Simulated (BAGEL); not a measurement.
**SiH2Cl2 (dichlorosilane (DCS)), step by step**

We compute the energy (HF/cc-pVDZ), then a single-point energy (NEVPT2(2,2)/cc-pVDZ), then the energy (CASPT2(2,2)/cc-pVDZ) of SiH2Cl2 (dichlorosilane (DCS)). 

Program for the calculation: BAGEL 1.2.2.

1 further run of the same task is left out (set aside as unsound or not needed).

## Step 1: Starting point

The species is SiH2Cl2 (5 atoms), meant as a singlet with charge 0. As SMILES, `Cl[SiH2]Cl`. The Si2–H4 distance was set to 1.992 Å, away from the relaxed value. At this shape a bond of the SMILES string is far longer than usual.

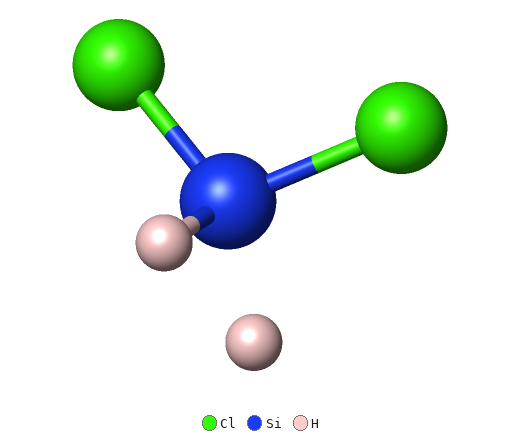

Viewed from a chosen angle; chlorine green, silicon blue, hydrogen pink.

## Step 2: The energy at HF/cc-pVDZ (density fitting with svp-jkfit) (run 1)

Input file calc.json:

```json
{ "bagel": [

{
  "title": "molecule",
  "basis": "cc-pvdz.json",
  "df_basis": "svp-jkfit",
  "angstrom": true,
  "geometry": [
    { "atom": "Cl", "xyz": [   -1.111422,    0.058287,    1.848111 ] },
    { "atom": "Si", "xyz": [    0.061478,    0.379987,    0.209911 ] },
    { "atom": "Cl", "xyz": [   -0.874522,    1.648487,   -1.085189 ] },
    { "atom": "H", "xyz": [    0.352000,   -1.362200,   -0.711200 ] },
    { "atom": "H", "xyz": [    1.321178,    1.008287,    0.652211 ] }
  ]
},
{ "title": "hf" },
{ "title": "print", "file": "orbitals.molden", "orbitals": true }

]}
```

The basis set cc-pVDZ is read from a file made from the Basis Set Exchange's data (not shown).

The run is started by

```console
$ BAGEL_NUM_THREADS=1 BAGEL calc.json > calc.out
```

What it wrote:

```text
* using 1 threads per process

  ===============================================================
  ===============================================================

  *** Geometry ***

  { "atom" : "Cl", "xyz" : [     -2.100283,      0.110146,      3.492424 ] },
  { "atom" : "Si", "xyz" : [      0.116177,      0.718071,      0.396674 ] },
  { "atom" : "Cl", "xyz" : [     -1.652607,      3.115189,     -2.050710 ] },
  { "atom" : "H", "xyz" : [      0.665184,     -2.574185,     -1.343973 ] },
  { "atom" : "H", "xyz" : [      2.496665,      1.905386,      1.232500 ] },

  Number of auxiliary basis functions:      420

  Since a DF basis is specified, we compute 2- and 3-index integrals:
    o Being stored without compression. Storage requirement is 0.014 GB

  Number of basis functions:       64
  Number of electrons      :       50

    * METHOD: MOLECULE                             0.14

  *** RHF ***

  === Nuclear Repulsion ===
   189.8626112974

      * DIIS with orbital gradients will be used.

  === RHF iteration (cc-pvdz.json) ===
      0      -1209.10151195          0.00617860           0.05
      1      -1209.14194291          0.00257459           0.04
      2      -1209.14650744          0.00080408           0.04
      3      -1209.14702845          0.00018447           0.04
      4      -1209.14704981          0.00004907           0.04
      5      -1209.14705255          0.00001089           0.04
      6      -1209.14705268          0.00000232           0.04
      7      -1209.14705268          0.00000054           0.04
      8      -1209.14705268          0.00000011           0.04
      9      -1209.14705268          0.00000003           0.04
     10      -1209.14705268          0.00000001           0.04
     11      -1209.14705268          0.00000000           0.04
    * SCF iteration converged.

    * Permanent dipole moment:
           (   -0.471267,    -0.052219,    -0.066208) a.u.

    * METHOD: HF                                   0.63

    * METHOD: PRINT                                0.01

  ===============================================================
```

It took 0.9 s on 1 thread of Arm Neoverse V2, shared host; peak memory 0.15 GiB.

## Step 3: The energy at NEVPT2(2,2)/cc-pVDZ (density fitting with svp-jkfit) (run 2)

Input file input.json:

```json
{ "bagel": [

{
  "title": "molecule",
  "basis": "cc-pvdz.json",
  "df_basis": "svp-jkfit",
  "angstrom": true,
  "geometry": [
    { "atom": "Cl", "xyz": [   -1.111422,    0.058287,    1.848111 ] },
    { "atom": "Si", "xyz": [    0.061478,    0.379987,    0.209911 ] },
    { "atom": "Cl", "xyz": [   -0.874522,    1.648487,   -1.085189 ] },
    { "atom": "H", "xyz": [    0.352000,   -1.362200,   -0.711200 ] },
    { "atom": "H", "xyz": [    1.321178,    1.008287,    0.652211 ] }
  ]
},
{ "title": "hf" },
{ "title": "nevpt2", "nstate": 1, "nact": 2, "nclosed": 24, "active": [25, 26], "maxiter": 200, "natocc": true, "ncore": 15 },
{ "title": "print", "file": "orbitals.molden", "orbitals": true }

]}
```

The basis set cc-pVDZ is read from a file made from the Basis Set Exchange's data (not shown).

The run is started by

```console
$ BAGEL_NUM_THREADS=1 BAGEL input.json > input.out
```

What it wrote:

```text
* using 1 threads per process

  ===============================================================
  ===============================================================

  *** Geometry ***

  { "atom" : "Cl", "xyz" : [     -2.100283,      0.110146,      3.492424 ] },
  { "atom" : "Si", "xyz" : [      0.116177,      0.718071,      0.396674 ] },
  { "atom" : "Cl", "xyz" : [     -1.652607,      3.115189,     -2.050710 ] },
  { "atom" : "H", "xyz" : [      0.665184,     -2.574185,     -1.343973 ] },
  { "atom" : "H", "xyz" : [      2.496665,      1.905386,      1.232500 ] },

  Number of auxiliary basis functions:      420

  Since a DF basis is specified, we compute 2- and 3-index integrals:
    o Being stored without compression. Storage requirement is 0.014 GB

[... 18 lines left out ...]
    * SCF iteration converged.
[... 1 line left out ...]
    * Permanent dipole moment:
[... 28 lines left out ...]
    * Second-order optimization converged. *

     guess   0:   closed 1.                   open ..

  === FCI iteration ===

      0  0     -1209.14620098     7.04e-02      0.00
      1  0     -1209.17281463     6.00e-04      0.00
      2  0 *   -1209.17281744     2.25e-16      0.00

     * ci vector, state   0, <S^2> = 0.0000
       2.     0.9825981882
       .2    -0.1857439113

  === DF-NEVPT2 calculation ===

    * 3-index integral transformation done
    * assembly done

      NEVPT2 correlation energy:   -0.3475898320      0.05

          (+0)     -0.3157777123
          (+0)'    -0.0042050345
          (+1)     -0.0082431352
          (+1)'    -0.0000000000
          (+2)     -0.0002080002
          (-1)     -0.0130723193
          (-1)'     0.0000000000
          (-2)     -0.0060836305

      NEVPT2 total energy:       -1209.5204072722

    * METHOD: NEVPT2                               2.35

    * METHOD: PRINT                                0.01

  ===============================================================
```

It took 3.3 s on 1 thread of Arm Neoverse V2, shared host; peak memory 0.15 GiB.

## Step 4: A single-point energy at CASPT2(2,2)/cc-pVDZ (density fitting with svp-jkfit) (run 3)

Input file caspt2.json:

```json
{ "bagel" : [

{
  "title" : "molecule",
  "basis" : "cc-pvdz.json",
  "df_basis" : "svp-jkfit",
  "angstrom" : true,
  "geometry" : [
    { "atom" : "Cl", "xyz" : [   -1.111422,    0.058287,    1.848111 ] },
    { "atom" : "Si", "xyz" : [    0.061478,    0.379987,    0.209911 ] },
    { "atom" : "Cl", "xyz" : [   -0.874522,    1.648487,   -1.085189 ] },
    { "atom" : "H", "xyz" : [    0.352000,   -1.362200,   -0.711200 ] },
    { "atom" : "H", "xyz" : [    1.321178,    1.008287,    0.652211 ] }
  ]
},
{ "title" : "hf" },
{ "title" : "casscf", "nstate" : 1, "nact" : 2, "nclosed" : 24, "nspin" : 0, "active" : [25, 26], "maxiter" : 200, "natocc" : true },
{ "title" : "print", "file" : "orbitals.molden", "orbitals" : true },
{ "title" : "smith", "method" : "caspt2", "ms" : true, "xms" : true, "sssr" : true, "shift" : 0.2, "shift_imag" : true, "ncore" : 15 }

]}
```

The basis set cc-pVDZ is read from a file made from the Basis Set Exchange's data (not shown).

The run is started by

```console
$ BAGEL_NUM_THREADS=1 BAGEL caspt2.json > caspt2.out
```

What it wrote:

```text
* using 1 threads per process

  ===============================================================
  ===============================================================

  *** Geometry ***

  { "atom" : "Cl", "xyz" : [     -2.100283,      0.110146,      3.492424 ] },
  { "atom" : "Si", "xyz" : [      0.116177,      0.718071,      0.396674 ] },
  { "atom" : "Cl", "xyz" : [     -1.652607,      3.115189,     -2.050710 ] },
  { "atom" : "H", "xyz" : [      0.665184,     -2.574185,     -1.343973 ] },
  { "atom" : "H", "xyz" : [      2.496665,      1.905386,      1.232500 ] },

  Number of auxiliary basis functions:      420

  Since a DF basis is specified, we compute 2- and 3-index integrals:
    o Being stored without compression. Storage requirement is 0.014 GB

[... 18 lines left out ...]
    * SCF iteration converged.
[... 1 line left out ...]
    * Permanent dipole moment:
[... 27 lines left out ...]
    * Second-order optimization converged. *
[... 9 lines left out ...]
     * ci vector, state   0, <S^2> = 0.0000
[... 16 lines left out ...]
    * Zeroth order energy : state  0       -0.8353318729
[... 4 lines left out ...]
       #      aibj      arbs      arbi      airj      risj      airs      arst      rist         Etot      error   time
[... 2 lines left out ...]
       0  -0.31487  -0.00744  -0.01350  -0.00915  -0.00032  -0.00368  -0.00000  -0.00000   -0.3489547  0.0011390   0.02
       1  -0.31503  -0.00748  -0.01352  -0.00929  -0.00034  -0.00374   0.00000  -0.00000   -0.3494067  0.0001722   0.02
       2  -0.31503  -0.00747  -0.01353  -0.00929  -0.00034  -0.00374  -0.00000  -0.00000   -0.3494166  0.0000356   0.02
       3  -0.31503  -0.00748  -0.01353  -0.00929  -0.00034  -0.00374  -0.00000  -0.00000   -0.3494170  0.0000074   0.02
       4  -0.31503  -0.00748  -0.01353  -0.00929  -0.00034  -0.00374  -0.00000  -0.00000   -0.3494170  0.0000013   0.02
       5  -0.31503  -0.00748  -0.01353  -0.00929  -0.00034  -0.00374  -0.00000  -0.00000   -0.3494170  0.0000002   0.02

      ------------------------------------------------------------------------------------------------------------------

    * CASPT2 energy : state  0    -1209.5245478846
        w/o shift correction      -1209.5222344255
        reference weight              0.8794717410

    * METHOD: SMITH                                0.22

  ===============================================================
```

Wall time 3.6 s (1 thread of Arm Neoverse V2, shared host); peak memory 0.15 GiB.

## Step 5: Outcome

```
                                quantity           value
         run 1, HF/cc-pVDZ: total energy  -1209.14705 Eh
        run 1, HF/cc-pVDZ: dipole moment          1.22 D
          run 1, HF/cc-pVDZ: HOMO energy       -11.36 eV
          run 1, HF/cc-pVDZ: LUMO energy         2.53 eV
        run 1, HF/cc-pVDZ: HOMO–LUMO gap        13.89 eV
run 2, NEVPT2(2,2)/cc-pVDZ: total energy  -1209.52041 Eh
run 3, CASPT2(2,2)/cc-pVDZ: total energy  -1209.52455 Eh
```
